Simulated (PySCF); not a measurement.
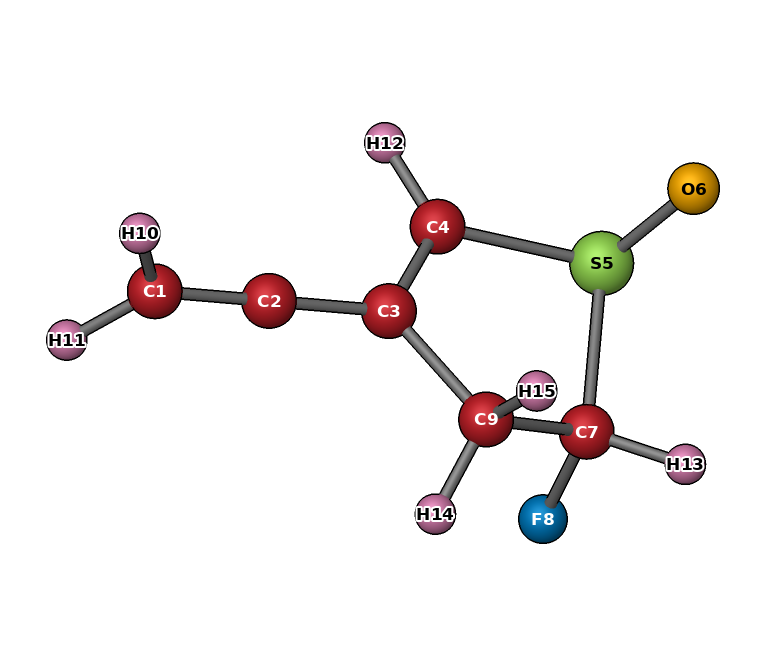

The questions are on Mulliken spin populations. The species is neutral and a spin doublet. The computed structure is the end point of a GFN2-xTB optimisation. No frequency run is at hand to confirm it as a minimum. Method: UKS B3LYP, pcH-1 on C F H O S, non-relativistic (PySCF 2.14.0).

Give the Mulliken spin populations atom by atom.

| atom | value (e) |
| --- | --- |
| C1 | −0.10 |
| C2 | 0.58 |
| C3 | −0.22 |
| C4 | 0.64 |
| S5 | 0.00 |
| O6 | 0.04 |
| C7 | 0.00 |
| F8 | 0.00 |
| C9 | 0.01 |
| H10 | 0.05 |
| H11 | 0.05 |
| H12 | −0.03 |
| H13 | 0.00 |
| H14 | 0.00 |
| H15 | −0.01 |

Mulliken values depend strongly on the basis set.
